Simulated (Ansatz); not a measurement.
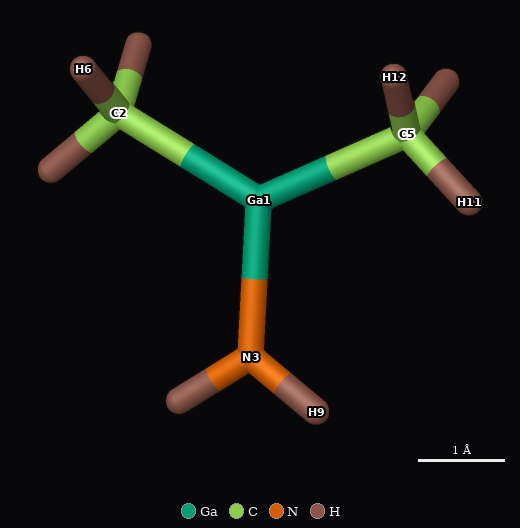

*The starting structure (stick view, seen at a tilt; atoms are numbered from 1 in the order of the input). Sticks mark near contacts.*

Bond lengths as drawn: C–Ga 1.98 Å, C–H 1.11 Å, Ga–N 1.83 Å and H–N 1.02 Å.

# Nudged elastic band, with input and output: C$_{2}$H$_{8}$GaN

- system: C$_{2}$H$_{8}$GaN
- method: RKS PBE-D4/def2-SVP (Ansatz 0.2.0)

It belongs to a series of runs on one base structure; here: band between the two ends. Figures and captions count atoms from 1; the log counts them from 0 in places.

### The input
```yaml
crystal:
  periodic: [false, false, false]
  atoms:
    - { symbol: Ga, position_ang: [-0.038449, -0.122057, 0.034484] }
    - { symbol: C, position_ang: [0.722853, 1.023905, 1.457444] }
    - { symbol: "N", position_ang: [-0.556517, -1.810019, 0.529272] }
    - { symbol: H, position_ang: [-0.484022, -2.180271, 1.478593] }
    - { symbol: C, position_ang: [-0.29542, 0.369363, -1.865431] }
    - { symbol: H, position_ang: [1.792904, 1.233057, 1.25081] }
    - { symbol: H, position_ang: [0.200459, 2.001496, 1.497313] }
    - { symbol: H, position_ang: [0.650049, 0.546521, 2.454548] }
    - { symbol: H, position_ang: [-0.954196, -2.503097, -0.107125] }
    - { symbol: H, position_ang: [-1.031132, 1.195544, -1.95209] }
    - { symbol: H, position_ang: [-0.661302, -0.484925, -2.468477] }
    - { symbol: H, position_ang: [0.654773, 0.730484, -2.309339] }
basis:
  gaussian: { orbitals: def2-SVP }
hamiltonian:
  xc: pbe
  dispersion: d4
neb:
  order_check: false
  images: 7
  f_tol: 0.05
  max_iterations: 60
  final_atoms:
    - { symbol: Ga, position_ang: [-0.61695477, -1.14451343, -0.87813802] }
    - { symbol: C, position_ang: [0.66802616, 0.77144106, 1.70816141] }
    - { symbol: "N", position_ang: [-0.76444811, -2.2889568, 0.39301848] }
    - { symbol: H, position_ang: [0.28765457, -0.26855411, 1.74455905] }
    - { symbol: C, position_ang: [-0.25695002, 0.46643879, -1.91394786] }
    - { symbol: H, position_ang: [1.55220461, 0.82766772, 1.04438132] }
    - { symbol: H, position_ang: [-0.12170216, 1.45092713, 1.33337623] }
    - { symbol: H, position_ang: [0.9614379, 1.09039831, 2.72584421] }
    - { symbol: H, position_ang: [-1.14134788, -3.22668147, 0.18469274] }
    - { symbol: H, position_ang: [-0.83964797, 1.31303184, -1.50213478] }
    - { symbol: H, position_ang: [-0.55135765, 0.30271062, -2.96863065] }
    - { symbol: H, position_ang: [0.82308532, 0.70609134, -1.87118013] }
  initial_path:
    images:
      - { positions_ang: [[-0.038449, -0.122057, 0.034484], [0.722853, 1.023905, 1.457444], [-0.556517, -1.810019, 0.529272], [-0.484022, -2.180271, 1.478593], [-0.29542, 0.369363, -1.865431], [1.792904, 1.233057, 1.25081], [0.200459, 2.001496, 1.497313], [0.650049, 0.546521, 2.454548], [-0.954196, -2.503097, -0.107125], [-1.031132, 1.195544, -1.95209], [-0.661302, -0.484925, -2.468477], [0.654773, 0.730484, -2.309339]] }
      - { positions_ang: [[-0.09849314, -0.22334712, -0.06711811], [0.6779647, 0.89418981, 1.47315177], [-0.53791118, -1.81730574, 0.59546819], [-0.35426565, -1.83490268, 1.47859365], [-0.29379598, 0.42188236, -1.92692946], [1.73849254, 1.08746488, 1.23401928], [0.1513096, 1.86054181, 1.45264866], [0.63467017, 0.51837829, 2.49353626], [-0.92212944, -2.57585815, 0.13314698], [-1.02053395, 1.24995425, -1.96822278], [-0.64352382, -0.37422336, -2.59109208], [0.66821615, 0.79322666, -2.30720037]] }
      - { positions_ang: [[-0.15853728, -0.32463725, -0.16872022], [0.63307639, 0.76447461, 1.48885955], [-0.51930535, -1.82459248, 0.66166438], [-0.2245093, -1.48953435, 1.4785943], [-0.29217196, 0.47440171, -1.98842792], [1.68408107, 0.94187276, 1.21722856], [0.1021602, 1.71958761, 1.40798433], [0.61929133, 0.49023558, 2.53252451], [-0.89006288, -2.6486193, 0.37341896], [-1.0099359, 1.30436449, -1.98435555], [-0.62574563, -0.26352172, -2.71370715], [0.6816593, 0.85596933, -2.30506175]] }
      - { positions_ang: [[-0.21858142, -0.42592737, -0.27032232], [0.58818809, 0.63475942, 1.50456732], [-0.50069953, -1.83187923, 0.72786057], [-0.09475294, -1.14416603, 1.47859495], [-0.29054794, 0.52692107, -2.04992638], [1.62966961, 0.79628064, 1.20043784], [0.0530108, 1.57863342, 1.36331999], [0.6039125, 0.46209287, 2.57151277], [-0.85799632, -2.72138044, 0.61369093], [-0.99933785, 1.35877474, -2.00048833], [-0.60796745, -0.15282008, -2.83632223], [0.69510244, 0.91871199, -2.30292312]] }
      - { positions_ang: [[-0.27862556, -0.5272175, -0.37192443], [0.54329979, 0.50504422, 1.52027509], [-0.4820937, -1.83916597, 0.79405676], [0.03500341, -0.7987977, 1.4785956], [-0.28892392, 0.57944043, -2.11142484], [1.57525814, 0.65068852, 1.18364713], [0.0038614, 1.43767922, 1.31865566], [0.58853366, 0.43395017, 2.61050103], [-0.82592975, -2.79414159, 0.85396291], [-0.9887398, 1.41318498, -2.0166211], [-0.59018926, -0.04211844, -2.9589373], [0.70854559, 0.98145466, -2.3007845]] }
      - { positions_ang: [[-0.36320786, -0.68154148, -0.49847783], [0.57448138, 0.57164343, 1.56724667], [-0.5526823, -1.95161367, 0.69379719], [0.0981662, -0.6662368, 1.54508647], [-0.28093044, 0.55119002, -2.0620556], [1.56949476, 0.69493332, 1.14883067], [-0.02752949, 1.4409912, 1.3223358], [0.68175972, 0.5980622, 2.63933682], [-0.90478428, -2.90227656, 0.68664537], [-0.95146684, 1.3881467, -1.88799952], [-0.58048136, 0.04408882, -2.96136064], [0.73718052, 0.91261383, -2.19338341]] }
      - { positions_ang: [[-0.44779017, -0.83586546, -0.62503123], [0.60566297, 0.63824264, 1.61421825], [-0.62327091, -2.06406138, 0.59353762], [0.16132899, -0.53367591, 1.61157733], [-0.27293697, 0.52293961, -2.01268635], [1.56373138, 0.73917812, 1.11401422], [-0.05892038, 1.44430317, 1.32601595], [0.77498578, 0.76217424, 2.66817262], [-0.98363882, -3.01041153, 0.51932783], [-0.91419389, 1.36310841, -1.75937794], [-0.57077345, 0.13029609, -2.96378398], [0.76581545, 0.843773, -2.08598231]] }
      - { positions_ang: [[-0.53237247, -0.99018944, -0.75158462], [0.63684457, 0.70484185, 1.66118983], [-0.69385951, -2.17650909, 0.49327805], [0.22449178, -0.40111501, 1.67806819], [-0.2649435, 0.4946892, -1.96331711], [1.55796799, 0.78342292, 1.07919777], [-0.09031127, 1.44761515, 1.32969609], [0.86821184, 0.92628627, 2.69700841], [-1.06249335, -3.1185465, 0.35201029], [-0.87692093, 1.33807013, -1.63075636], [-0.56106555, 0.21650335, -2.96620731], [0.79445038, 0.77493217, -1.97858122]] }
      - { positions_ang: [[-0.61695477, -1.14451343, -0.87813802], [0.66802616, 0.77144106, 1.70816141], [-0.76444811, -2.2889568, 0.39301848], [0.28765457, -0.26855411, 1.74455905], [-0.25695002, 0.46643879, -1.91394786], [1.55220461, 0.82766772, 1.04438132], [-0.12170216, 1.45092713, 1.33337623], [0.9614379, 1.09039831, 2.72584421], [-1.14134788, -3.22668147, 0.18469274], [-0.83964797, 1.31303184, -1.50213478], [-0.55135765, 0.30271062, -2.96863065], [0.82308532, 0.70609134, -1.87118013]] }
```

Run as:
```bash
ansatz run input.yaml --threads 2 --pin off --max-ram 3072MiB --backend cpu --events-out ev --progress --plain --runs-dir out
```

### What the program printed
```
Engine: ansatz 0.2.0, x86_64-unknown-linux-gnu
Functional definition: PBE
  parameter kappa = 0.804
  parameter beta = 0.06672455060314922
  exchange = pbe_x(kappa = kappa, mu = beta*pi^2/3)
  correlation = pbe_c(beta = beta)
1307 factors; their error is unknown
mean field evaluation 1: about -56028.7649 eV, gradient 1.0e2 eV
mean field evaluation 2: about -55971.9985 eV, gradient 1.6e2 eV
mean field evaluation 4: about -56050.5161 eV, gradient 1.2e1 eV
mean field evaluation 8: about -56050.9030 eV, gradient 2.7e-1 eV
mean field evaluation 16: about -56050.8501 eV, gradient 2.1e-4 eV
mean field -56050.85006648 eV, -2059.8307473126 hartree, gradient 7.2e-6 eV, S^2 0.000000; 0 other end points of the search recorded, 0 dependent functions left out
the calculation of the forces begins
reference -56050.85010733 eV, -2059.8307488134 hartree; 29, 29 occupied and 85, 85 virtual orbitals, 1307 factors
1307 factors; their error is unknown
mean field evaluation 32: about -56048.9351 eV, gradient 3.5e-2 eV
mean field -56048.93514426 eV, -2059.7603752188 hartree, gradient 7.2e-5 eV, S^2 0.000000; 0 other end points of the search recorded, 0 dependent functions left out
[... from here on the field's lines of each further geometry are left out, up to the last ...]
NEB iter   1: max|band force component| = 7.524e0 eV/Å  barrier→ = 2.9539 eV  barrier← = 1.0221 eV  Δτ_max = 0.2000 Å  (259 SCF iters)
NEB iter   2: max|band force component| = 1.350e0 eV/Å  barrier→ = 2.7673 eV  barrier← = 0.8356 eV  Δτ_max = 0.1567 Å  (203 SCF iters)
NEB iter   3: max|band force component| = 1.059e0 eV/Å  barrier→ = 2.7128 eV  barrier← = 0.7811 eV  Δτ_max = 0.1222 Å  (204 SCF iters)
NEB iter   4: max|band force component| = 6.782e-1 eV/Å  barrier→ = 2.5091 eV  barrier← = 0.5773 eV  Δτ_max = 0.0511 Å  (204 SCF iters)
NEB iter   5: max|band force component| = 7.986e-1 eV/Å  barrier→ = 2.5615 eV  barrier← = 0.6298 eV  CI = image 5  Δτ_max = 0.2000 Å  (209 SCF iters)
NEB iter   6: max|band force component| = 2.875e0 eV/Å  barrier→ = 2.9587 eV  barrier← = 1.0269 eV  CI = image 5  Δτ_max = 0.1005 Å  (215 SCF iters)
NEB iter   7: max|band force component| = 9.895e-1 eV/Å  barrier→ = 2.9369 eV  barrier← = 1.0052 eV  CI = image 5  Δτ_max = 0.0988 Å  (201 SCF iters)
NEB iter   8: max|band force component| = 4.247e-1 eV/Å  barrier→ = 2.8544 eV  barrier← = 0.9226 eV  CI = image 5  Δτ_max = 0.0435 Å  (207 SCF iters)
NEB iter   9: max|band force component| = 9.706e-2 eV/Å  barrier→ = 2.8511 eV  barrier← = 0.9194 eV  CI = image 5  Δτ_max = 0.0454 Å  (209 SCF iters)
NEB iter  10: max|band force component| = 9.223e-2 eV/Å  barrier→ = 2.8507 eV  barrier← = 0.9189 eV  CI = image 5  Δτ_max = 0.0284 Å  (207 SCF iters)
the calculation of the forces begins
reference -56048.88985810 eV, -2059.7587109831 hartree; 29, 29 occupied and 85, 85 virtual orbitals, 1307 factors
1307 factors; their error is unknown
mean field evaluation 800: about -56047.4524 eV, gradient 1.5e1 eV
mean field -56047.99398245 eV, -2059.7257881604 hartree, gradient 2.7e-5 eV, S^2 0.000000; 1 other end points of the search recorded, 0 dependent functions left out
the calculation of the forces begins
reference -56047.99402156 eV, -2059.7257895976 hartree; 29, 29 occupied and 85, 85 virtual orbitals, 1307 factors
NEB iter  11: max|band force component| = 2.334e-2 eV/Å  barrier→ = 2.8504 eV  barrier← = 0.9186 eV  CI = image 5  Δτ_max = 0.0000 Å  (418 SCF iters)
```

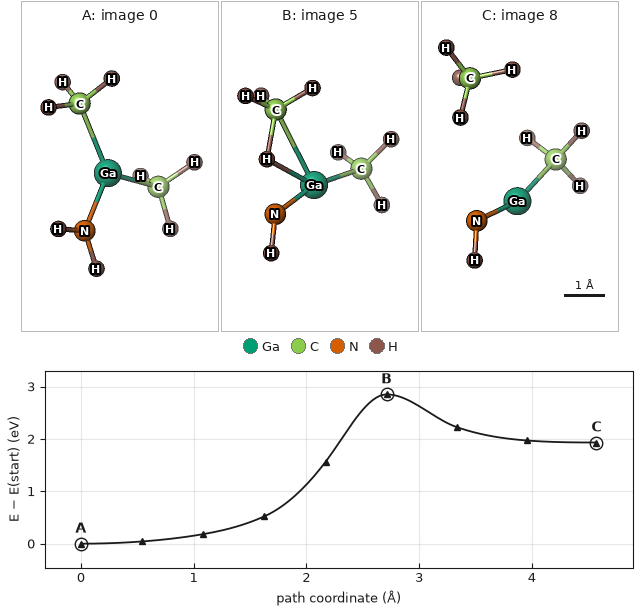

*Images of the last band (counted from 0; ball-and-stick, seen at a tilt) above the energy along the path; the line is a cubic interpolation that uses the forces.*

The highest image is number 5, 2.850 eV above the start and 0.919 eV above the end (the climbing image); the end lies 1.932 eV above the start. The path is 4.57 Å long. The band converged in 11 iterations.

```
Total energy: -56048.20598339 eV, -2059.7335790510 hartree
Atom 0 at    -0.301298    -0.581125    -0.396015 Å, force    -0.007747     0.002693    -0.020986 eV/Å
Atom 1 at     0.530155     0.528963     1.439563 Å, force     0.001020     0.000326     0.003775 eV/Å
Atom 2 at    -0.506194    -1.865245     0.809711 Å, force     0.008126     0.011076     0.010974 eV/Å
Atom 3 at     0.058893    -0.747107     1.450662 Å, force    -0.015359    -0.005404    -0.001235 eV/Å
Atom 4 at    -0.248577     0.555466    -1.996729 Å, force    -0.001513    -0.005448    -0.001255 eV/Å
Atom 5 at     1.540464     0.754825     1.039563 Å, force     0.003610     0.005777     0.002980 eV/Å
Atom 6 at    -0.126134     1.416253     1.309975 Å, force     0.000456    -0.005810    -0.001925 eV/Å
Atom 7 at     0.657732     0.427692     2.540405 Å, force     0.005661    -0.003173     0.001396 eV/Å
Atom 8 at    -0.890647    -2.815296     0.710398 Å, force     0.002054    -0.003676     0.001185 eV/Å
Atom 9 at    -0.923016     1.423552    -1.861540 Å, force     0.001976     0.002423     0.001051 eV/Å
Atom 10 at    -0.574335    -0.021006    -2.884266 Å, force     0.000214    -0.000294     0.003977 eV/Å
Atom 11 at     0.782955     0.923031    -2.161725 Å, force     0.001503     0.001511     0.000064 eV/Å
Dipole moment:     0.006176     0.265166    -0.374838 e Å
this run last wrote the band of iteration 11 to [file]
```

### The last band as extended XYZ (Å, eV, eV/Å)
```
12
Properties=species:S:1:pos:R:3:forces:R:3 image=0 energy=-56051.05634
Ga   -0.0384   -0.1221    0.0345    0.0020   0.0019   0.0006
C     0.7229    1.0239    1.4574   -0.0016   0.0004   0.0000
N    -0.5565   -1.8100    0.5293   -0.0003   0.0003  -0.0009
H    -0.4840   -2.1803    1.4786   -0.0003  -0.0009   0.0003
C    -0.2954    0.3694   -1.8654    0.0000   0.0000  -0.0002
H     1.7929    1.2331    1.2508   -0.0009   0.0006  -0.0020
H     0.2005    2.0015    1.4973   -0.0008  -0.0009   0.0008
H     0.6500    0.5465    2.4545    0.0014   0.0002  -0.0001
H    -0.9542   -2.5031   -0.1071   -0.0004   0.0002  -0.0011
H    -1.0311    1.1955   -1.9521    0.0007   0.0004   0.0009
H    -0.6613   -0.4849   -2.4685   -0.0004  -0.0005   0.0014
H     0.6548    0.7305   -2.3093    0.0006  -0.0017   0.0004
12
Properties=species:S:1:pos:R:3:forces:R:3 image=1 energy=-56051.01392
Ga   -0.0786   -0.1858   -0.0405    0.0130   0.0164   0.0254
C     0.6794    0.9521    1.3881    0.0124   0.0264   0.0175
N    -0.5530   -1.8291    0.6184   -0.0029   0.0003  -0.0186
H    -0.3975   -2.0145    1.6121   -0.0300  -0.0609  -0.0218
C    -0.2777    0.4228   -1.9125   -0.0052  -0.0171   0.0140
H     1.7380    1.1996    1.1693    0.0140   0.0299   0.0136
H     0.1238    1.9078    1.4719    0.0147   0.0287   0.0148
H     0.6376    0.4345    2.3671    0.0174   0.0322   0.0192
H    -0.9604   -2.6408    0.1533   -0.0061   0.0318  -0.0847
H    -0.9702    1.2907   -1.9289   -0.0095  -0.0209  -0.0089
H    -0.6473   -0.3330   -2.6314   -0.0087  -0.0450   0.0421
H     0.7060    0.7958   -2.2670   -0.0091  -0.0218  -0.0126
12
Properties=species:S:1:pos:R:3:forces:R:3 image=2 energy=-56050.87405
Ga   -0.1211   -0.2515   -0.1227    0.0301   0.0525   0.0586
C     0.6319    0.8670    1.3238    0.0389   0.0880   0.0122
N    -0.5363   -1.8338    0.6986   -0.0069  -0.0153  -0.0115
H    -0.2909   -1.7966    1.6913   -0.0753  -0.1959   0.0246
C    -0.2700    0.4692   -1.9592   -0.0094  -0.0362   0.0281
H     1.6923    1.1084    1.1118    0.0411   0.0973   0.0347
H     0.0726    1.8187    1.4143    0.0498   0.0970   0.0386
H     0.5848    0.3403    2.2988    0.0121   0.0390  -0.0112
H    -0.9347   -2.7387    0.4512   -0.0271   0.0320  -0.1984
H    -0.9390    1.3545   -1.9071   -0.0156  -0.0367  -0.0177
H    -0.6249   -0.1934   -2.7703   -0.0193  -0.0863   0.0662
H     0.7354    0.8558   -2.2304   -0.0184  -0.0355  -0.0242
12
Properties=species:S:1:pos:R:3:forces:R:3 image=3 energy=-56050.53429
Ga   -0.1649   -0.3226   -0.2092    0.1077   0.2119   0.1740
C     0.5804    0.7497    1.2963    0.0796   0.2605  -0.1004
N    -0.5192   -1.8280    0.7466   -0.0293  -0.0387  -0.0731
H    -0.1836   -1.5029    1.6572   -0.2084  -0.6885   0.2739
C    -0.2631    0.5084   -1.9964   -0.0106  -0.0554   0.0308
H     1.6351    0.9839    1.0589    0.1078   0.2888   0.0543
H    -0.0011    1.6876    1.3529    0.1466   0.3122   0.0751
H     0.5683    0.2973    2.3141   -0.0970  -0.1220  -0.2394
H    -0.8864   -2.7772    0.7347   -0.0321  -0.0109  -0.1643
H    -0.9227    1.3960   -1.8915   -0.0072  -0.0374  -0.0364
H    -0.6006   -0.0881   -2.8633   -0.0252  -0.0966   0.0545
H     0.7577    0.8959   -2.2003   -0.0318  -0.0238  -0.0489
12
Properties=species:S:1:pos:R:3:forces:R:3 image=4 energy=-56049.49450
Ga   -0.2239   -0.4293   -0.3042    0.4264   0.8644   0.4723
C     0.5422    0.6216    1.3453    0.0585   0.4710  -0.4972
N    -0.4978   -1.8187    0.7945    0.0587   0.2121  -0.1208
H    -0.0776   -1.1463    1.5177   -0.7876  -2.2544   0.3565
C    -0.2571    0.5332   -2.0095   -0.0321  -0.0670  -0.0658
H     1.5777    0.8460    1.0357    0.1976   0.4965   0.0208
H    -0.0833    1.5289    1.3146    0.2137   0.5798   0.0639
H     0.6137    0.3623    2.4377   -0.2673  -0.4363  -0.5548
H    -0.8606   -2.7756    0.8114    0.1877   0.1989   0.4621
H    -0.9223    1.4109   -1.8753    0.0116  -0.0193  -0.0430
H    -0.5843   -0.0433   -2.8920   -0.0277  -0.0465  -0.0479
H     0.7730    0.9103   -2.1760   -0.0395   0.0008  -0.0461
12
Properties=species:S:1:pos:R:3:forces:R:3 image=5 energy=-56048.20594
Ga   -0.3013   -0.5811   -0.3960   -0.0077   0.0027  -0.0210
C     0.5302    0.5290    1.4396    0.0010   0.0003   0.0038
N    -0.5062   -1.8652    0.8097    0.0081   0.0111   0.0110
H     0.0589   -0.7471    1.4507   -0.0154  -0.0054  -0.0012
C    -0.2486    0.5555   -1.9967   -0.0015  -0.0054  -0.0013
H     1.5405    0.7548    1.0396    0.0036   0.0058   0.0030
H    -0.1261    1.4163    1.3100    0.0005  -0.0058  -0.0019
H     0.6577    0.4277    2.5404    0.0057  -0.0032   0.0014
H    -0.8906   -2.8153    0.7104    0.0021  -0.0037   0.0012
H    -0.9230    1.4236   -1.8615    0.0020   0.0024   0.0011
H    -0.5743   -0.0210   -2.8843    0.0002  -0.0003   0.0040
H     0.7830    0.9230   -2.1617    0.0015   0.0015   0.0001
12
Properties=species:S:1:pos:R:3:forces:R:3 image=6 energy=-56048.82962
Ga   -0.4289   -0.8141   -0.5607   -0.1671  -0.2988  -0.2108
C     0.5821    0.5788    1.5867    0.0698   0.0744   0.1804
N    -0.5742   -1.9875    0.7148   -0.0921  -0.1561  -0.1242
H     0.1769   -0.4651    1.4746    0.1536   0.3851   0.0437
C    -0.2516    0.5392   -1.9706   -0.0097  -0.0389   0.0245
H     1.5426    0.7325    1.0587    0.0043  -0.0168   0.0187
H    -0.1396    1.3752    1.3181   -0.0174  -0.0463   0.0006
H     0.7582    0.6209    2.6752    0.1361   0.2666   0.1659
H    -0.9725   -2.9137    0.5061   -0.0900  -0.1212  -0.2231
H    -0.9197    1.4063   -1.8022   -0.0009  -0.0380   0.0675
H    -0.5631    0.0318   -2.9064    0.0093   0.0409  -0.0209
H     0.7897    0.8958   -2.0941    0.0039  -0.0508   0.0778
12
Properties=species:S:1:pos:R:3:forces:R:3 image=7 energy=-56049.08591
Ga   -0.5514   -1.0032   -0.7583   -0.0331  -0.0595  -0.0402
C     0.6431    0.6701    1.6917    0.0148   0.0244   0.0265
N    -0.6640   -2.1161    0.5526   -0.0267  -0.0301  -0.0611
H     0.2492   -0.3636    1.6047    0.0218   0.0398   0.0368
C    -0.2732    0.4955   -1.9769   -0.0040  -0.0159   0.0008
H     1.5727    0.7810    1.1009    0.0077   0.0157   0.0117
H    -0.1103    1.4058    1.3483    0.0071   0.0063   0.0071
H     0.8664    0.8590    2.7578    0.0336   0.0730   0.0227
H    -1.0567   -3.0491    0.3531   -0.0205  -0.0384  -0.0350
H    -0.9222    1.3504   -1.7052   -0.0017  -0.0177   0.0258
H    -0.5397    0.1520   -2.9955    0.0037   0.0269  -0.0270
H     0.7860    0.8182   -1.9732   -0.0026  -0.0245   0.0320
12
Properties=species:S:1:pos:R:3:forces:R:3 image=8 energy=-56049.12459
Ga   -0.6170   -1.1445   -0.8781    0.0011   0.0028  -0.0003
C     0.6680    0.7714    1.7082   -0.0043  -0.0033  -0.0082
N    -0.7644   -2.2890    0.3930   -0.0081  -0.0251  -0.0038
H     0.2877   -0.2686    1.7446    0.0014   0.0013   0.0022
C    -0.2570    0.4664   -1.9139   -0.0029   0.0023  -0.0094
H     1.5522    0.8277    1.0444   -0.0028   0.0022   0.0019
H    -0.1217    1.4509    1.3334    0.0046   0.0000   0.0022
H     0.9614    1.0904    2.7258    0.0009  -0.0002   0.0020
H    -1.1413   -3.2267    0.1847    0.0074   0.0199   0.0070
H    -0.8396    1.3130   -1.5021    0.0013   0.0007   0.0010
H    -0.5514    0.3027   -2.9686    0.0017  -0.0007   0.0029
H     0.8231    0.7061   -1.8712   -0.0003   0.0002   0.0025
```

### Key numbers

- outcome: converged
- barrier, forward: 2.850 eV
- barrier, backward: 0.919 eV
- hardware: 2 threads of Intel Xeon (Granite Rapids), 16 GiB of memory available, shared host
- wall time: 88 s (CPU time 2.8 min)
- peak memory: 0.17 GiB

### Notes

The order of the saddle point was not checked.
